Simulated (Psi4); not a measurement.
**ZrO2 (zirconia): levels of theory compared**

Wanted: a comparison of 5 runs (HF/STO-3G, HF/def2-SVP, TPSS/STO-3G, r2SCAN/3-21G, PBE/def2-TZVP) of ZrO2 (zirconia). 

The results are computed with Psi4 1.11.

3 further runs of the same task are left out: 3 set aside as unsound or not needed.

## (1) The system as given

ZrO2 has 3 atoms, charge 0, and is taken as a singlet. As SMILES, `[O]=[Zr]=[O]`. The shape is that of a PBE0-D4/def2-TZVP optimisation.

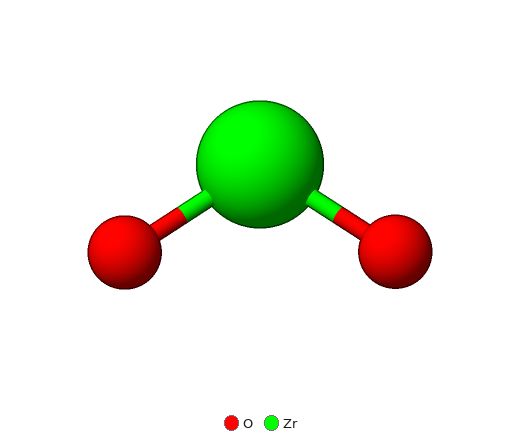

Viewed from a chosen angle; oxygen red, zirconium green.

## (2) A single-point energy at HF/STO-3G (run 1)

input.dat reads:

```
memory 1600 MB

molecule {
  O
  Zr 1 1.76137
  O 2 1.761356 1 107.92594
  symmetry c1
  no_reorient
  no_com
}

set globals {
  basis STO-3G
  puream true
  e_convergence 1e-09
  d_convergence 1e-08
  scf_type pk
}

e_tot, wfn = energy('hf', return_wfn=True)
oeprop(wfn, 'MAYER_INDICES', 'WIBERG_LOWDIN_INDICES', 'MULLIKEN_CHARGES', title='HF')
print_variables()
```

Command:

```sh
$ psi4 -n 1 input.dat output.dat
```

output.dat:

```text
[...]
  Running in c1 symmetry.
[...]
  Nuclear repulsion =  204.168260848973375
[...]
  Multiplicity = 1
[...]
  Nalpha       = 28
  Nbeta        = 28
[...]
    Number of basis functions: 37
[...]
   @RHF iter   1: -3650.20227730826400   -1.79117e+00   2.01716e-02 DIIS/ADIIS
[...]
   @RHF iter  13: -3650.71644411600391   -5.91172e-12   9.08569e-09 DIIS
[...]
    Orbital Energies [Eh]
    ---------------------
    Doubly Occupied:
       1A   -643.561368     2A    -89.144854     3A    -82.773763
       4A    -82.773409     5A    -82.773185     6A    -20.125972
       7A    -20.125728     8A    -15.379955     9A    -12.762648
      10A    -12.761980    11A    -12.759635    12A     -6.830271
      13A     -6.830065    14A     -6.828677    15A     -6.827917
      16A     -6.826934    17A     -2.356316    18A     -1.543590
      19A     -1.524576    20A     -1.503686    21A     -1.021857
      22A     -1.005134    23A     -0.357238    24A     -0.297930
      25A     -0.285861    26A     -0.271268    27A     -0.256943
      28A     -0.228448
[...]
  @RHF Final Energy: -3650.71644411600391
   => Energetics <=
    Nuclear Repulsion Energy =            204.1682608489733752
    One-Electron Energy =               -5470.2909931117528686
    Two-Electron Energy =                1615.4062881467752959
    Total Energy =                      -3650.7164441160039132
[...]
 Multipole Moments:
 ------------------------------------------------------------------------------------
     Multipole            Electronic (a.u.)      Nuclear  (a.u.)        Total (a.u.)
 ------------------------------------------------------------------------------------
 L = 1.  Multiply by 2.5417464519 to convert [e a0] to [Debye]
 Dipole X            :         -4.3236458            2.0639293           -2.2597165
 Dipole Y            :         -3.1456183            1.5015886           -1.6440297
 Dipole Z            :         -0.0000000            0.0000000           -0.0000000
 Magnitude           :                                                    2.7944860
[...]
  Mulliken Charges: (a.u.)
   Center  Symbol    Alpha    Beta     Spin     Total
       1     O     4.15288  4.15288  0.00000 -0.30576
       2    ZR    19.69424 19.69424  0.00000  0.61153
       3     O     4.15288  4.15288  0.00000 -0.30576
   Total alpha = 28.00000, Total beta = 28.00000, Total charge =  0.00000
  Mayer Bond Indices:
[...]
```

Wall time 2 s (1 thread of AMD EPYC 7B13 (Zen 3), shared host); peak memory 0.18 GiB.

## (3) The energy at HF/def2-SVP (core potential) (run 2)

calc.in reads:

```
memory 1.6 GB

molecule system {
  0 1
  O
  Zr 1 R2
  O 2 R3 1 A3

  R2 = 1.76137
  R3 = 1.761356
  A3 = 107.92594
  units angstrom
  symmetry c1
  no_reorient
  no_com
}

set {
  basis         def2-SVP
  puream        true
  e_convergence 1e-09
  d_convergence 1e-08
  scf_type      pk
}

E, wfn = energy('hf', return_wfn=True)
print_variables()
```

Command:

```sh
$ psi4 -n 1 calc.in calc.out
```

calc.out:

```text
[...]
    !!!  WARNING: ECP capability is in beta. Please check occupations closely.  !!!
[...]
  Running in c1 symmetry.
[...]
  Nuclear repulsion =   69.572842196540932
[...]
  Multiplicity = 1
[...]
  Nalpha       = 14
  Nbeta        = 14
[...]
    Number of basis functions: 59
[...]
   @RHF iter   1:  -195.53233352099602   -8.06140e-01   1.86045e-02 DIIS/ADIIS
[...]
   @RHF iter  16:  -196.12447577454014   -4.43379e-12   6.10127e-09 DIIS
[...]
    Orbital Energies [Eh]
    ---------------------
    Doubly Occupied:
       1A    -20.471923     2A    -20.471907     3A     -2.545909
       4A     -1.580607     5A     -1.558550     6A     -1.527230
       7A     -1.094818     8A     -1.074085     9A     -0.477992
      10A     -0.455031    11A     -0.430301    12A     -0.409178
      13A     -0.401882    14A     -0.382085
[...]
  @RHF Final Energy:  -196.12447577454014
   => Energetics <=
    Nuclear Repulsion Energy =             69.5728421965409325
    One-Electron Energy =                -425.6316409521276682
    Two-Electron Energy =                 159.9343229810465914
    Total Energy =                       -196.1244757745401444
[...]
 Multipole Moments:
 ------------------------------------------------------------------------------------
     Multipole            Electronic (a.u.)      Nuclear  (a.u.)        Total (a.u.)
 ------------------------------------------------------------------------------------
 L = 1.  Multiply by 2.5417464519 to convert [e a0] to [Debye]
 Dipole X            :        -16.7130843           13.6995642           -3.0135201
 Dipole Y            :        -12.1594518            9.9669644           -2.1924874
 Dipole Z            :         -0.0000001            0.0000000           -0.0000001
 Magnitude           :                                                    3.7267015
[...]
```

Wall time 2.3 s (1 thread of AMD EPYC 7B13 (Zen 3), shared host); peak memory 0.21 GiB.

Runs 3 to 4 aren't shown in full; the table further down has their settings and results.

## (4) Energy and gradient at PBE/def2-TZVP (core potential) (run 5)

o2zr.in reads:

```
memory 1600 MB

molecule system {
  0 1
  O      1.23682575     2.36688197     0.73396963
  Zr     0.65856955    -0.91028107     0.66480565
  O     -1.89539530    -1.45660090    -1.39858630
  units au
  symmetry c1
  no_reorient
  no_com
}

set {
  puream true
  e_convergence 1e-09
  d_convergence 1e-08
  scf_type pk
  dft_radial_points 99
  dft_spherical_points 590
}

e, wfn = gradient("pbe/def2-TZVP", return_wfn=True)
oeprop(wfn, "LOWDIN_CHARGES", "DIPOLE", "QUADRUPOLE")
```

Command:

```sh
$ psi4 -i o2zr.in -o o2zr.out -n 1
```

o2zr.out:

```text
[...]
    !!!  WARNING: ECP capability is in beta. Please check occupations closely.  !!!
[...]
  Running in c1 symmetry.
[...]
  Nuclear repulsion =   69.572827836937932
[...]
  Multiplicity = 1
[...]
  Nalpha       = 14
  Nbeta        = 14
[...]
    Number of basis functions: 102
[...]
   @RKS iter   1:  -196.57351956546120    2.61127e-01   1.51149e-02 ADIIS/DIIS
[...]
   @RKS iter  13:  -197.49236528548107   -1.47509e-11   4.48767e-09 DIIS
[...]
    Orbital Energies [Eh]
    ---------------------
    Doubly Occupied:
       1A    -18.688801     2A    -18.688798     3A     -1.976382
       4A     -1.178154     5A     -1.170732     6A     -1.160227
       7A     -0.739814     8A     -0.725836     9A     -0.272164
      10A     -0.263627    11A     -0.260739    12A     -0.245271
      13A     -0.227795    14A     -0.194607
[...]
  @RKS Final Energy:  -197.49236528548107
   => Energetics <=
    Nuclear Repulsion Energy =             69.5728278369379325
    One-Electron Energy =                -426.1605906842661966
    Two-Electron Energy =                 182.1406463044507689
    DFT Exchange-Correlation Energy =     -23.0452487426036114
    Empirical Dispersion Energy =           0.0000000000000000
    VV10 Nonlocal Energy =                  0.0000000000000000
    Total Energy =                       -197.4923652854810712
[...]
  -Total Gradient:
     Atom            X                  Y                   Z
    ------   -----------------  -----------------  -----------------
       1       -0.001225455915    -0.018697158536     0.001336734137
       2       -0.013216169869     0.018254805492    -0.013338450442
       3        0.014450358412     0.000430248587     0.012010535096
[...]
 Multipole Moments:
 ------------------------------------------------------------------------------------
     Multipole            Electronic (a.u.)      Nuclear  (a.u.)        Total (a.u.)
 ------------------------------------------------------------------------------------
 L = 1.  Multiply by 2.5417464519 to convert [e a0] to [Debye]
 Dipole X            :         -1.1841539            2.6342782            1.4501243
 Dipole Y            :          1.6367195           -3.6411243           -2.0044048
 Dipole Z            :         -1.1970138            2.6607344            1.4637207
 Magnitude           :                                                    2.8745395
 L = 2.  Multiply by 1.3450342976 to convert [e a0^2] to [Debye ang]
 Quadrupole XX       :        -69.3848919           46.1826565          -23.2022355
 Quadrupole XY       :        -43.6992920           38.3122398           -5.3870522
[...]
```

It took 17 s on 1 thread of AMD EPYC 7B13 (Zen 3), shared host; peak memory 0.62 GiB.

## (5) The series

```
run                           level  core potential         integration grid   energy (Eh)  dipole moment (D)  HOMO energy (eV)  LUMO energy (eV)  wall time
  1                       HF/STO-3G            none                        –  -3650.716444               7.10             -6.22              4.99        2 s
  2    HF/def2-SVP (core potential)            def2                        –   -196.124476               9.47            -10.40             -1.12      2.3 s
  3                     TPSS/STO-3G            none  99 radial × 590 angular  -3652.951542               4.98             -1.37              0.24       10 s
  4                    r2SCAN/3-21G            none  99 radial × 590 angular  -3673.667921               6.76             -4.84             -2.48       11 s
  5  PBE/def2-TZVP (core potential)            def2  99 radial × 590 angular   -197.492365               7.31             -5.30             -3.56       17 s
```

## (6) What came out

| quantity | value |
| --- | --- |
| run 5: total energy | -197.49237 Eh |
| run 5: dipole moment | 7.31 D |
| run 5: HOMO energy | -5.30 eV |
| run 5: LUMO energy | -3.56 eV |
| run 5: HOMO–LUMO gap | 1.74 eV |
| run 5: largest force on an atom | 1.347 eV/Å |

What this shows: The dipole moment (its size) runs from 4.98 D (TPSS/STO-3G) to 9.47 D (HF/def2-SVP). The two ends differ in method and basis and core potential. The HOMO–LUMO gap runs from 1.61 eV (TPSS/STO-3G) to 11.20 eV (HF/STO-3G). Exact exchange widens orbital gaps. Totals of different functionals can't be ranked against each other. Some runs of one species differ in core potentials or relativity; totals across that change don't compare. In runs 1, 3 the basis is minimal, so the values are rough. In runs 1, 3, 4 relativity is left out where basis or elements ask for it. All runs together took 43 s, the longest 17 s.
